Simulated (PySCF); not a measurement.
Molecule: C5H9AlO4, SMILES CC(=O)[O][Al]([CH3])[O]C(C)=O. Atoms near the plane z = 0.6 Å, at the GFN2-xTB optimised geometry (x, y, z in Å): Al1 (-1.8, -0.5, 0.0), C2 (-3.0, -0.4, 1.6), H4 (-3.8, -1.1, 1.5), O6 (-1.1, 1.4, 0.0), C7 (0.0, 0.8, 0.1), C8 (1.3, 1.6, 0.2), O9 (0.0, -0.5, 0.0), H10 (2.1, 0.9, 0.1), H11 (1.3, 2.0, 1.2), H12 (1.3, 2.4, -0.5).

Computed with B3LYP/def2-SVP run with PySCF. Cells within 0.4 Å of a nucleus heavier than hydrogen are left out (blank, or x). The values are rescaled to run from 0 to 1.

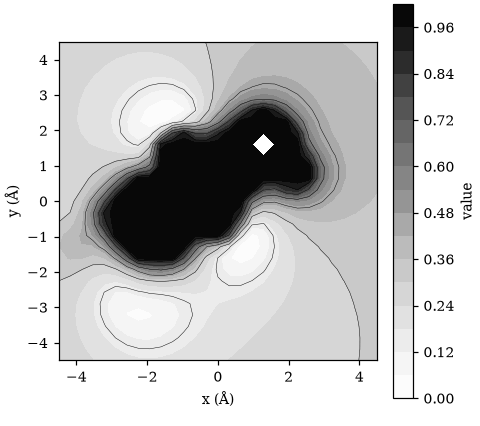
*a field on the plane z = 0.6 Å.*

**Question.** Which quantity is mapped?
(A) log10 of the electron density
(B) electrostatic potential
(C) electron localisation function
(D) Laplacian of the electron density

**Answer.** B, electrostatic potential. In full: electrostatic potential (hartree/e), clipped to [-0.08, 0.12].
